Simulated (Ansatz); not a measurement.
# AgS4F (built on the sites of a database entry of AgClO4): a soft mode frozen in, part 2 of 2

Which phase does AgS4F (built on the sites of a database entry of AgClO4) fall into along its unstable mode, and how much energy does it gain?

Ansatz 0.2.0; DFT PBEsol, scalar-relativistic, plane waves, PAW.

So far, highest frequency on the path or at a solved wavevector (cm⁻¹): step 2 (response at finite wavevector) 362. Also lowest frequency on the path (cm⁻¹): step 2 -498.

The structure was built from a prototype and need not be the compound's stable phase.

**5. Energy along the mode, all amplitudes (two of the runs are shown above)**

An imaginary frequency means negative curvature, so the energy should fall and then rise again as anharmonic terms take over.

Numbers from this step:

```
depth at the lowest point sampled  : 299.0 meV/atom
largest atomic shift at that point : 0.45 Å
```

The energy from the parent by largest atomic shift:

| largest atomic shift (Å) | energy from the parent (meV/atom) |
| --- | --- |
| 0.000 | 0 |
| 0.040 | -16.4 |
| 0.080 | -52.9 |
| 0.140 | -111 |
| 0.220 | -182 |
| 0.320 | -255 |
| 0.450 | -299 |
| 0.600 | -242 |

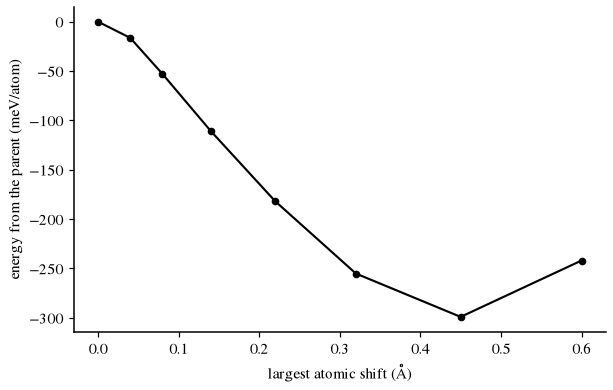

Energy from the parent, plotted against largest atomic shift.

Displacement at unit largest shift by atom:

| atom | x (Å) | y (Å) | z (Å) | size |
| --- | --- | --- | --- | --- |
| Ag1 | 0.08 | 0.00 | 0.00 | 0.08 |
| Ag2 | -0.08 | 0.00 | 0.00 | 0.08 |
| F3 | 0.83 | 0.00 | 0.00 | 0.83 |
| F4 | -0.83 | 0.00 | 0.00 | 0.83 |
| S5 | -0.87 | 0.35 | 0.35 | 1.00 |
| S6 | 0.87 | -0.35 | -0.35 | 1.00 |
| S7 | -0.87 | -0.35 | -0.35 | 1.00 |
| S8 | 0.87 | 0.35 | 0.35 | 1.00 |
| S9 | 0.87 | -0.35 | 0.35 | 1.00 |
| S10 | -0.87 | 0.35 | -0.35 | 1.00 |
| S11 | 0.87 | 0.35 | -0.35 | 1.00 |
| S12 | -0.87 | -0.35 | 0.35 | 1.00 |

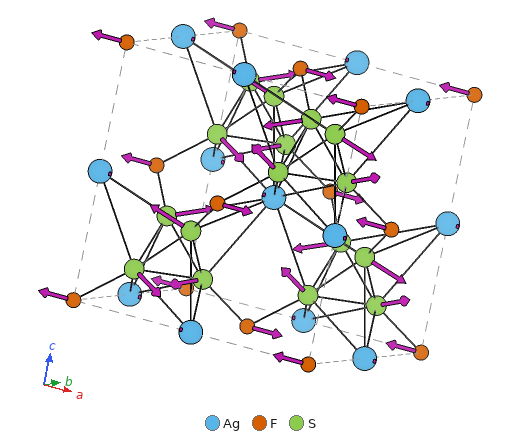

Displacement at unit largest shift as arrows, the longest 1.00 Å. Bonds to atoms that aren't drawn are left out. Some periodic images of atoms are drawn too.

The lowest of the steps tried is at 0.45 Å, 299 meV/atom below the parent; the bottom of the well need not coincide with a step.

**6. Relaxation from the frozen mode**

Starting from the lowest point found, all atoms and the cell are let go, so that strain and other modes of the same symmetry can join in.

input.yaml

```yaml
crystal:
  lattice:
    - [0.0, -4.2070857375, -4.2070857375]
    - [0.0, 4.2070857375, -4.2070857375]
    - [8.414171475, 0.0, 0.0]
  atoms:
    - { symbol: Ag, position: [0.5, 0.5, 0.0042138555] }
    - { symbol: Ag, position: [0.0, 0.0, 0.4957861445] }
    - { symbol: F, position: [0.5, 0.5, 0.5442512893] }
    - { symbol: F, position: [1.0, 0.0, -0.0442512893] }
    - { symbol: S, position: [0.1590927519, 0.5, 0.6052249913] }
    - { symbol: S, position: [0.734816138, 0.0, 0.1978205638] }
    - { symbol: S, position: [0.8409072481, 0.5, 0.6052249913] }
    - { symbol: S, position: [0.265183862, 1.0, 0.1978205638] }
    - { symbol: S, position: [0.0, 0.6590927519, 0.8947750087] }
    - { symbol: S, position: [0.5, 0.234816138, 0.3021794362] }
    - { symbol: S, position: [0.0, 0.3409072481, 0.8947750087] }
    - { symbol: S, position: [0.5, 0.765183862, 0.3021794362] }
kpoints:
  mp_grid: { grid: [6, 6, 4] }
hamiltonian:
  xc: pbesol
scf:
  occupations: { method: methfessel_paxton, width: 0.2 }
output:
  forces: true
  stress: true
  eigenvalues: true
relax:
  adjacent_minimum: "off"
  f_tol: 0.002
  max_steps: 120
  cell: { stress_tol: 0.03 }
```

On the command line:

```
> ansatz run input.yaml --threads 8 --pin off --max-ram 14336MiB --backend cpu --events-out ev --progress --plain --runs-dir out
```

Numbers of over 12 decimals in the logs are rounded to 6 here.

Log:

```text
[...]
Crystal: 12 atoms, lattice volume = 297.854 Å³
Basis set: ecut = 420 eV, 5805 PW (Γ), exchange–correlation on 80×80×120 points (8 copies of the dense FFT grid, shifted against one another)
Bands: 62, of which v1, the nominal top of the filled ones, is band 50 counted from 1 (49 counted from 0)
Symmetry: 8 space group operations
[...]
k-points: 30 of 144 (time reversal used)
[...]
SCF iter   1: F=—  HF=-23712.704815 eV  |F-HF|=—  |Δ(HF+E_count)|=         —  Δρ=7.58e-3  dr2=1.99e-1  ethr=1.77e-3  ⟨swp⟩=6.5  Hψ=7597  notcnv=0
[...]
SCF iter  11: F=-23712.654438 eV  HF=-23712.654438 eV  |F-HF|=9.26e-9  |Δ(HF+E_count)|=   1.68e-8  S|Δr|=    0.00e0  Δρ=1.88e-6  dr2=2.01e-8  ethr=1.00e-10  ⟨swp⟩=10.5  Hψ=7523  notcnv=0
SCF 1 converged in 11 iterations: F = -23712.654438 eV  dr2 = 2.01e-8
[...]
relax step   1: F+E_penalty+E_count = -23712.65443818 eV  Δ(F+E_penalty+E_count) = +0.000e0 eV  max|allowed force component| = 1.354e0 eV/Å  Δτ_max = 0.0000 Å  P = +2.993 GPa  Ω = 297.854 Å³  (11 SCF iters, dr2 threshold 1.00e-7 eV, accepted)
Crystal: 12 atoms, lattice volume = 311.686 Å³
Basis set: ecut = 420 eV, 6111 PW (Γ), exchange–correlation on 80×80×120 points (8 copies of the dense FFT grid, shifted against one another)
[...]
SCF iter   9: F=-23713.735141 eV  HF=-23713.735141 eV  |F-HF|=1.60e-8  |Δ(HF+E_count)|=   5.78e-7  S|Δr|=    0.00e0  Δρ=6.24e-6  dr2=1.21e-7  ethr=1.20e-9  ⟨swp⟩=10.6  Hψ=8026  notcnv=0
SCF 2 converged in 9 iterations: F = -23713.735141 eV  dr2 = 1.21e-7
relax step   2: F+E_penalty+E_count = -23713.73514121 eV  Δ(F+E_penalty+E_count) = -1.081e0 eV  max|allowed force component| = 6.879e-1 eV/Å  Δτ_max = 0.1524 Å  P = +0.437 GPa  Ω = 311.686 Å³  energy of the carried Pulay correction = -7.838e-3 eV  (9 SCF iters, dr2 threshold 1.20e-6 eV, accepted)
Crystal: 12 atoms, lattice volume = 311.154 Å³
Basis set: ecut = 420 eV, 6095 PW (Γ), exchange–correlation on 80×80×120 points (8 copies of the dense FFT grid, shifted against one another)
[...]
SCF iter   8: F=-23714.340493 eV  HF=-23714.340493 eV  |F-HF|=1.89e-8  |Δ(HF+E_count)|=   2.74e-7  S|Δr|=    0.00e0  Δρ=6.77e-6  dr2=1.37e-7  ethr=1.20e-9  ⟨swp⟩=10.1  Hψ=8270  notcnv=0
SCF 3 converged in 8 iterations: F = -23714.340493 eV  dr2 = 1.37e-7
relax step   3: F+E_penalty+E_count = -23714.34049282 eV  Δ(F+E_penalty+E_count) = -6.054e-1 eV  max|allowed force component| = 4.284e-1 eV/Å  Δτ_max = 0.1956 Å  P = +0.283 GPa  Ω = 311.154 Å³  energy of the carried Pulay correction = -7.543e-3 eV  (8 SCF iters, dr2 threshold 1.20e-6 eV, accepted)
[... from here on, the SCF cycles and remarks between the steps are left out ...]
relax step   4: F+E_penalty+E_count = -23714.92958873 eV  Δ(F+E_penalty+E_count) = -5.891e-1 eV  max|allowed force component| = 3.697e-1 eV/Å  Δτ_max = 0.1438 Å  P = -0.119 GPa  Ω = 307.702 Å³  energy of the carried Pulay correction = -5.617e-3 eV  (8 SCF iters, dr2 threshold 1.20e-6 eV, accepted)
relax step   5: F+E_penalty+E_count = -23715.50824701 eV  Δ(F+E_penalty+E_count) = -5.787e-1 eV  max|allowed force component| = 4.845e-1 eV/Å  Δτ_max = 0.1708 Å  P = -1.054 GPa  Ω = 298.765 Å³  energy of the carried Pulay correction = -5.273e-4 eV  (8 SCF iters, dr2 threshold 1.20e-6 eV, accepted)
relax step   6: F+E_penalty+E_count = -23716.20778012 eV  Δ(F+E_penalty+E_count) = -6.995e-1 eV  max|allowed force component| = 7.737e-1 eV/Å  Δτ_max = 0.1855 Å  P = -1.562 GPa  Ω = 283.454 Å³  energy of the carried Pulay correction = +8.557e-3 eV  (9 SCF iters, dr2 threshold 1.20e-6 eV, accepted)
relax step   7: F+E_penalty+E_count = -23717.04490746 eV  Δ(F+E_penalty+E_count) = -8.371e-1 eV  max|allowed force component| = 1.151e0 eV/Å  Δτ_max = 0.1950 Å  P = -1.886 GPa  Ω = 268.117 Å³  energy of the carried Pulay correction = +1.815e-2 eV  (9 SCF iters, dr2 threshold 1.20e-6 eV, accepted)
relax step   8: F+E_penalty+E_count = -23717.82062942 eV  Δ(F+E_penalty+E_count) = -7.757e-1 eV  max|allowed force component| = 1.017e0 eV/Å  Δτ_max = 0.1949 Å  P = -1.442 GPa  Ω = 255.156 Å³  energy of the carried Pulay correction = +2.667e-2 eV  (8 SCF iters, dr2 threshold 1.20e-6 eV, accepted)
relax step   9: F+E_penalty+E_count = -23717.91855235 eV  Δ(F+E_penalty+E_count) = -9.792e-2 eV  max|allowed force component| = 1.300e0 eV/Å  Δτ_max = 0.1950 Å  P = +0.630 GPa  Ω = 247.097 Å³  energy of the carried Pulay correction = +3.218e-2 eV  (8 SCF iters, dr2 threshold 1.20e-6 eV, accepted)
relax step  10: F+E_penalty+E_count = -23718.19217961 eV  Δ(F+E_penalty+E_count) = -2.736e-1 eV  max|allowed force component| = 4.390e-1 eV/Å  Δτ_max = 0.0344 Å  P = -0.453 GPa  Ω = 250.345 Å³  energy of the carried Pulay correction = +2.994e-2 eV  (8 SCF iters, dr2 threshold 1.20e-6 eV, accepted)
relax step  11: F+E_penalty+E_count = -23718.37513877 eV  Δ(F+E_penalty+E_count) = -1.830e-1 eV  max|allowed force component| = 4.188e-1 eV/Å  Δτ_max = 0.1760 Å  P = +0.482 GPa  Ω = 248.592 Å³  energy of the carried Pulay correction = +3.114e-2 eV  (8 SCF iters, dr2 threshold 1.20e-6 eV, accepted)
relax step  12: F+E_penalty+E_count = -23718.57724072 eV  Δ(F+E_penalty+E_count) = -2.021e-1 eV  max|allowed force component| = 2.704e-1 eV/Å  Δτ_max = 0.1465 Å  P = +0.560 GPa  Ω = 251.278 Å³  energy of the carried Pulay correction = +2.930e-2 eV  (8 SCF iters, dr2 threshold 1.20e-6 eV, accepted)
relax step  13: F+E_penalty+E_count = -23718.63027776 eV  Δ(F+E_penalty+E_count) = -5.304e-2 eV  max|allowed force component| = 2.754e-1 eV/Å  Δτ_max = 0.1913 Å  P = -0.060 GPa  Ω = 254.957 Å³  energy of the carried Pulay correction = +2.681e-2 eV  (8 SCF iters, dr2 threshold 1.20e-6 eV, accepted)
relax step  14: F+E_penalty+E_count = -23718.65518397 eV  Δ(F+E_penalty+E_count) = -2.491e-2 eV  max|allowed force component| = 6.188e-2 eV/Å  Δτ_max = 0.0723 Å  P = -0.275 GPa  Ω = 255.226 Å³  energy of the carried Pulay correction = +2.663e-2 eV  (7 SCF iters, dr2 threshold 1.20e-6 eV, accepted)
relax step  15: F+E_penalty+E_count = -23718.66065282 eV  Δ(F+E_penalty+E_count) = -5.469e-3 eV  max|allowed force component| = 3.845e-2 eV/Å  Δτ_max = 0.0205 Å  P = +0.032 GPa  Ω = 254.267 Å³  energy of the carried Pulay correction = +2.727e-2 eV  (6 SCF iters, dr2 threshold 3.85e-7 eV, accepted)
relax step  16: F+E_penalty+E_count = -23718.66101201 eV  Δ(F+E_penalty+E_count) = -3.592e-4 eV  max|allowed force component| = 2.376e-2 eV/Å  Δτ_max = 0.0109 Å  P = -0.034 GPa  Ω = 254.710 Å³  energy of the carried Pulay correction = +2.697e-2 eV  (6 SCF iters, dr2 threshold 9.24e-8 eV, accepted)
relax step  17: F+E_penalty+E_count = -23718.66114820 eV  Δ(F+E_penalty+E_count) = -1.362e-4 eV  max|allowed force component| = 8.213e-3 eV/Å  Δτ_max = 0.0030 Å  P = -0.016 GPa  Ω = 254.684 Å³  energy of the carried Pulay correction = +2.699e-2 eV  (6 SCF iters, dr2 threshold 3.53e-8 eV, accepted)
relax step  18: F+E_penalty+E_count = -23718.66116029 eV  Δ(F+E_penalty+E_count) = -1.209e-5 eV  max|allowed force component| = 6.152e-3 eV/Å  Δτ_max = 0.0026 Å  P = +0.004 GPa  Ω = 254.668 Å³  energy of the carried Pulay correction = +2.700e-2 eV  (6 SCF iters, dr2 threshold 4.22e-9 eV, accepted)
relax step  19: F+E_penalty+E_count = -23718.66120136 eV  Δ(F+E_penalty+E_count) = -4.107e-5 eV  max|allowed force component| = 1.116e-3 eV/Å  Δτ_max = 0.0023 Å  P = +0.005 GPa  Ω = 254.634 Å³  energy of the carried Pulay correction = +2.702e-2 eV  (6 SCF iters, dr2 threshold 2.37e-9 eV, accepted)
relax step  20: F+E_penalty+E_count = -23718.65415369 eV  Δ(F+E_penalty+E_count) = +7.048e-3 eV  max|allowed force component| = 1.405e-3 eV/Å  Δτ_max = 0.0000 Å  P = -0.036 GPa  Ω = 254.634 Å³  stress off target by 8.71e-2 GPa  SCF on the basis re-selected at this cell (its energy is not comparable with the rows above)  (8 SCF iters)
relax step  21: F+E_penalty+E_count = -23718.65439796 eV  Δ(F+E_penalty+E_count) = -2.443e-4 eV  max|allowed force component| = 4.239e-3 eV/Å  Δτ_max = 0.0026 Å  P = -0.010 GPa  Ω = 254.432 Å³  energy of the carried Pulay correction = +1.160e-4 eV  (6 SCF iters, dr2 threshold 1.90e-8 eV, accepted)
relax step  22: F+E_penalty+E_count = -23718.65446450 eV  Δ(F+E_penalty+E_count) = -6.654e-5 eV  max|allowed force component| = 1.577e-3 eV/Å  Δτ_max = 0.0010 Å  P = -0.003 GPa  Ω = 254.352 Å³  energy of the carried Pulay correction = +1.695e-4 eV  (7 SCF iters, dr2 threshold 1.12e-9 eV, accepted)
[...]
SCF iter   6: F=-23718.654307 eV  HF=-23718.654307 eV  |F-HF|=1.46e-11  |Δ(HF+E_count)|=  1.82e-11  S|Δr|=    0.00e0  Δρ=5.19e-8  dr2=6.74e-12  ethr=1.00e-12  ⟨swp⟩=5.7  Hψ=6872  notcnv=0
SCF 23 converged in 6 iterations: F = -23718.654307 eV  dr2 = 6.74e-12
relax step  23: F+E_penalty+E_count = -23718.65430731 eV  Δ(F+E_penalty+E_count) = +1.572e-4 eV  max|allowed force component| = 1.591e-3 eV/Å  Δτ_max = 0.0000 Å  P = -0.004 GPa  Ω = 254.352 Å³  stress off target by 6.41e-3 GPa  SCF on the basis re-selected at this cell (its energy is not comparable with the rows above)  (6 SCF iters)
[...]
SCF converged after 6 iterations
[...]
Free energy (F): -23718.654307 eV
[...]
Internal energy: -23718.653528 eV  (E = F + TS)
E sigma→0 (E₀):  -23718.654112 eV
Entropy (-TS):   -0.000780 eV (-0.065 meV/atom)
Fermi energy:    5.218323 eV
[...]
--- Forces (eV/Å), atoms counted from 1 ---
  atom   1  Ag    -0.00159061    -0.00000000    -0.00000000
  atom   2  Ag     0.00159061    -0.00000000    -0.00000000
  atom   3  F     -0.00101465    -0.00000000    -0.00000000
  atom   4  F      0.00101465    -0.00000000    -0.00000000
  atom   5  S      0.00066367    -0.00145948    -0.00145948
  atom   6  S     -0.00033707    -0.00056261    -0.00056261
  atom   7  S      0.00066367     0.00145948     0.00145948
  atom   8  S     -0.00033707     0.00056261     0.00056261
  atom   9  S     -0.00066367     0.00145948    -0.00145948
  atom  10  S      0.00033707     0.00056261    -0.00056261
  atom  11  S     -0.00066367    -0.00145948     0.00145948
  atom  12  S      0.00033707    -0.00056261     0.00056261
  max |Σ_I F_I| component: 9.58e-17 eV/Å
--- Stress (GPa, compression-positive) ---
       -0.006412       0.000000      -0.000000
        0.000000      -0.002207       0.000000
       -0.000000       0.000000      -0.002207
  P = ⅓ Tr σ = -0.0036 GPa (-0.036 kbar)
--- Band table (eV; the first three rows and the last of 30) ---
  k-point 0: bands = [... 46 lower, 4.3026, 4.3026, 4.8861, 4.8974, 4.8974, 5.2220, 6.9828, 7.1991, ... 8 higher]
  k-point 1: bands = [... 46 lower, 4.3763, 4.3763, 4.8473, 4.9719, 4.9719, 5.2703, 6.9584, 7.1455, ... 8 higher]
  k-point 2: bands = [... 46 lower, 4.4480, 4.4480, 4.8159, 5.0499, 5.0499, 5.3113, 6.9362, 7.0879, ... 8 higher]
  k-point 29: bands = [... 46 lower, 3.8146, 5.0738, 5.0738, 5.0930, 5.2810, 5.8555, 6.4738, 6.4738, ... 8 higher]
--- Relaxed structure (21 steps of the walk, 21 accepted, 2 SCFs on fresh bases) ---
  F+E_penalty+E_count = -23718.65430731 eV   max|allowed force component| = 1.591e-3 eV/Å   (the final SCF, on the basis selected at the relaxed cell)
  cell:  # Å, volume = 254.3521 Å³
    - [0, -4.259293, -4.259293]
    - [0, 4.259293, -4.259293]
    - [7.010198, 0, 0]
  atoms:
    - { symbol: Ag, position: [0.5, 0.5, -0.016729] }
    - { symbol: Ag, position: [-5.524628097184854e-19, 0, 0.516729] }
    - { symbol: F, position: [0.5, 0.5, 0.688009] }
    - { symbol: F, position: [1.0, 0.0, -0.188009] }
    - { symbol: S, position: [0.161145, 0.500000, 0.483626] }
    - { symbol: S, position: [0.753245, 0.0, 0.233364] }
    - { symbol: S, position: [0.838855, 0.5, 0.483626] }
    - { symbol: S, position: [0.246755, 1.000000, 0.233364] }
    - { symbol: S, position: [0.0, 0.661145, 1.016374] }
    - { symbol: S, position: [0.500000, 0.253245, 0.266636] }
    - { symbol: S, position: [0.0, 0.338855, 1.016374] }
    - { symbol: S, position: [0.500000, 0.746755, 0.266636] }
```

Wall time 2.3 min (8 threads of Arm Neoverse V2, shared host); peak memory 1.4 GiB; 18 min of CPU time.

Step by step (22 of 23):

| step | energy less that of the first step (eV) | largest force component (eV/Å) | pressure (GPa) | volume (Å³) |
| --- | --- | --- | --- | --- |
| 1 | 0.0000 | 1.3535 | 2.99 | 297.85 |
| 2 | -1.0807 | 0.6879 | 0.44 | 311.69 |
| 3 | -1.6861 | 0.4284 | 0.28 | 311.15 |
| 4 | -2.2752 | 0.3697 | -0.12 | 307.70 |
| 5 | -2.8538 | 0.4845 | -1.05 | 298.77 |
| 6 | -3.5533 | 0.7737 | -1.56 | 283.45 |
| 7 | -4.3905 | 1.1508 | -1.89 | 268.12 |
| 8 | -5.1662 | 1.0168 | -1.44 | 255.16 |
| 9 | -5.2641 | 1.2998 | 0.63 | 247.10 |
| 10 | -5.5377 | 0.4390 | -0.45 | 250.34 |
| 11 | -5.7207 | 0.4188 | 0.48 | 248.59 |
| 13 | -5.9758 | 0.2754 | -0.06 | 254.96 |
| 14 | -6.0007 | 0.0619 | -0.28 | 255.23 |
| 15 | -6.0062 | 0.0385 | 0.03 | 254.27 |
| 16 | -6.0066 | 0.0238 | -0.03 | 254.71 |
| 17 | -6.0067 | 0.0082 | -0.02 | 254.68 |
| 18 | -6.0067 | 0.0062 | 0.00 | 254.67 |
| 19 | -6.0068 | 0.0011 | 0.01 | 254.63 |
| 20* | -5.9997 | 0.0014 | -0.04 | 254.63 |
| 21 | -6.0000 | 0.0042 | -0.01 | 254.43 |
| 22 | -6.0000 | 0.0016 | 0.00 | 254.35 |
| 23* | -5.9999 | 0.0016 | 0.00 | 254.35 |

Relaxation steps marked * repeat the geometry before them on a plane-wave basis chosen anew for their cell, so energy and pressure can jump there. Other such steps can lie between the rows shown.

The run keeps the 8 symmetry operations that it works with, so distortions that break them were not tested.

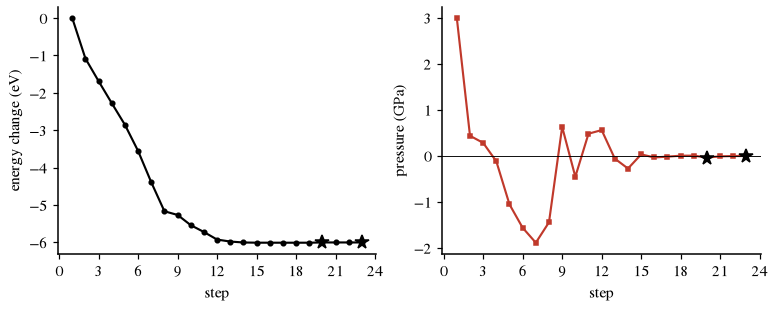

Energy and pressure along the relaxation. Stars mark steps on a basis chosen anew.

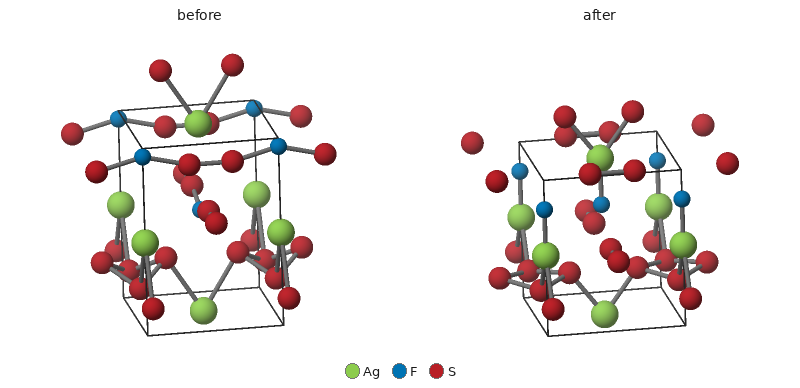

The structure before and after the relaxation, drawn at the same scale. Bonds to atoms that aren't drawn are left out.

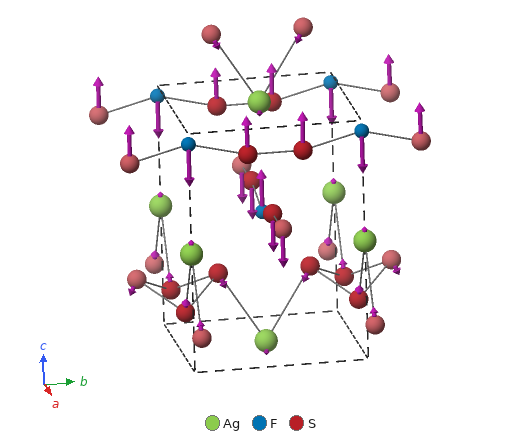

Displacements in the relaxation, exaggerated, measured against the changing cell; the longest in the cell stands for 1.01 Å. Some periodic images of atoms are drawn too.

| cell as run | before | after | change |
| --- | --- | --- | --- |
| a (Å) | 5.950 | 6.024 | +1.2 % |
| b (Å) | 5.950 | 6.024 | +1.2 % |
| c (Å) | 8.414 | 7.010 | -16.7 % |
| volume (Å³/atom) | 24.82 | 21.20 | -14.6 % |

The atoms that moved most (Å, as changes of fractional coordinates times the final cell):

| atom | dx | dy | dz | length |
| --- | --- | --- | --- | --- |
| F4 | -1.008 | 0.000 | 0.000 | 1.008 |
| F3 | 1.008 | 0.000 | 0.000 | 1.008 |
| S11 | 0.852 | -0.009 | 0.009 | 0.853 |
| S5 | -0.852 | -0.009 | -0.009 | 0.853 |
| S9 | 0.852 | 0.009 | -0.009 | 0.853 |
| S7 | -0.852 | 0.009 | 0.009 | 0.853 |
| S6 | 0.249 | -0.078 | -0.078 | 0.273 |
| S10 | -0.249 | 0.078 | -0.078 | 0.273 |

The relaxed structure:

```xyz
12
Lattice="0.0000 -4.2593 -4.2593 0.0000 4.2593 -4.2593 7.0102 0.0000 0.0000" Properties=species:S:1:pos:R:3 pbc="T T T"
Ag   -0.1173    0.0000   -4.2593
Ag    3.6224    0.0000    0.0000
F     4.8231    0.0000   -4.2593
F    -1.3180   -4.2593   -4.2593
S     3.3903    1.4433   -2.8160
S     1.6359   -3.2083   -3.2083
S     3.3903   -1.4433   -5.7026
S     1.6359    3.2083   -5.3103
S     7.1250    2.8160   -2.8160
S     1.8692   -1.0510   -3.2083
S     7.1250    1.4433   -1.4433
S     1.8692    1.0510   -5.3103
```

Numbers from this step:

- pressure: -0.003609 GPa
- volume per atom: 21.20 Å³

The distorted start has space group P-4m2; the relaxation ends in P-4m2.

**7. Results**

```json
{
 "unstable mode of the parent": "q = (0, -0.5, -0.5), 498i cm⁻¹",
 "depth at the lowest point sampled": "299 meV/atom",
 "largest atomic shift at that point": "0.45 Å",
 "space group reached (within 0.01 Å)": "P-4m2",
 "energy gained over the parent (first relaxation, on the mesh of the frozen mode)": "800 meV/atom",
 "volume per atom, phase reached": "21.2 Å³"
}
```

**Reading.** Along this mode the structure falls into P-4m2, 800 meV/atom below the parent. At the parent's cell the well is 299.0 meV/atom deep on the steps tried, with its lowest point at a shift of 0.45 Å. Relaxing atoms and cell changes the gain by +501.09 meV/atom against the lowest step (energies at zero smearing). Most of the total comes from this relaxation. The modes of the phase reached were not computed on this path. Each path keeps the symmetry of its pattern, so a lower phase may lie along a pattern not tried. With no gap, or one that is small against the smearing, the frequencies hang on the k mesh and the smearing, most of all near Kohn anomalies. The volume moved by more than a tenth on the k mesh of the start, so the energy gain is rough. The starting cell was built on a prototype and not taken from a measurement, so the phase need not exist.

[Logs are printed without paths, hosts, clocks, repeated set-up lines and the standing remarks that a program may print on its own settings, such as how far it seeks lower states.]

[Hosts, paths, dates, database ids (printed as entryN), source tags and the programs' standing remarks are cut or masked in the printed files.]
